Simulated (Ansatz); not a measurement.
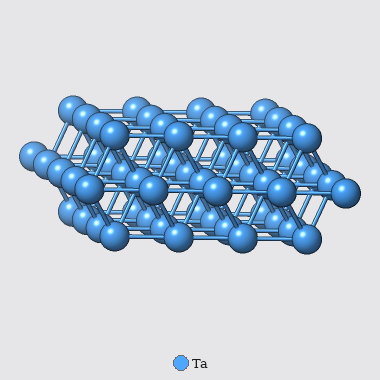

The system is F on a Ta(110) slab cut from the Im-3m phase, its upper half relaxed before the scan (12 atoms of substrate and one adsorbate in a 2 × 2 cell); the picture shows it without the atoms that are moved over the map. F is moved along a line over the surface and along the normal, above a rigid substrate. First axis: position of F13 along the diagonal of the surface cell, from above Ta9. Second axis: height of F13 above the plane of Ta9. The grid has 6 × 8 points; 27 points were computed and 13 follow by symmetry. At 8 points there is no value (left out of the scan, as a rule where atoms come close). Points are written as (first, second). Energies are in eV, from the lowest grid point. These are results of DFT LDA, scalar-relativistic, plane waves, PAW (Ansatz 0.2.0), not measurements. Settings: cutoff 420 eV, k-mesh 5×5×1, gaussian smearing 0.1 eV, spin-polarised.

Range: position of F13 along the diagonal of the surface cell from 0.00 to 2.71 Å; height of F13 above the plane of Ta9 from 1.15 to 4.03 Å.

What landscape does the calculation give?

The lowest grid point is at (1.63 Å, 1.47 Å) [nearest 2 Ta at 2.19 Å]. It is the only kind of minimum in the scanned range. The highest grid point, (1.63 Å, 4.03 Å), lies 5.33 eV above the lowest. On the interpolated surface the easiest way out of the lowest well to its copy in the next cell or period passes a barrier of about 0.9 eV, counted from the interpolated bottom of the well.

```csv
"second ↓, first →",0.00,0.54,1.08,1.63,2.17,2.71
4.03,5.32,5.32,5.33,5.33,5.33,5.32
3.33,4.54,4.56,4.59,4.60,4.59,4.56
2.83,3.39,3.43,3.51,3.55,3.51,3.43
2.43,2.14,2.22,2.39,2.47,2.39,2.22
2.11,1.12,1.20,1.40,1.52,1.40,1.20
1.79,0.98,0.73,0.57,0.60,0.57,0.73
1.47,–,–,0.60,0.00,0.60,–
1.15,–,–,–,0.26,–,–
```

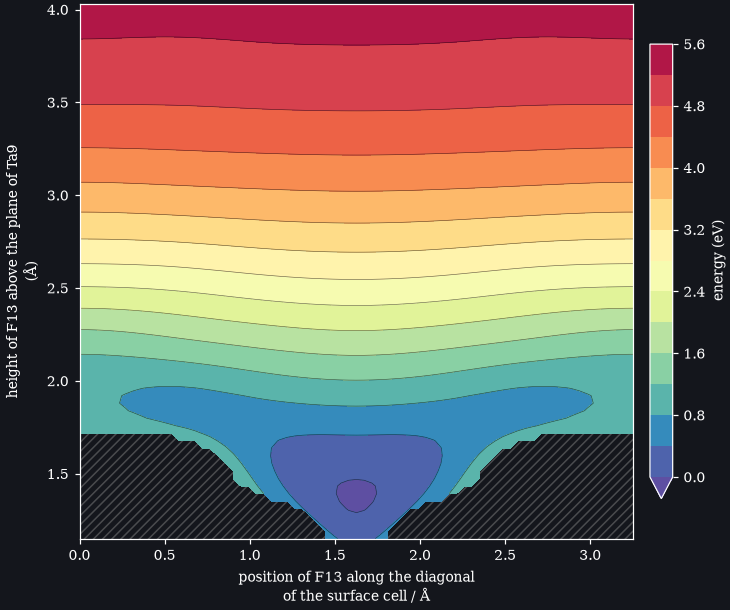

The picture shows filled contours, hatched blanks where no value was computed. Between grid points the surface is interpolated.

Time for the 27 points that were run: 43 min on 2 threads of Intel(R) Xeon(R) Platinum 8259CL CPU @ 2.50GHz (Skylake/Cascade Lake), on a shared host.

PAW datasets: the set soft_1.
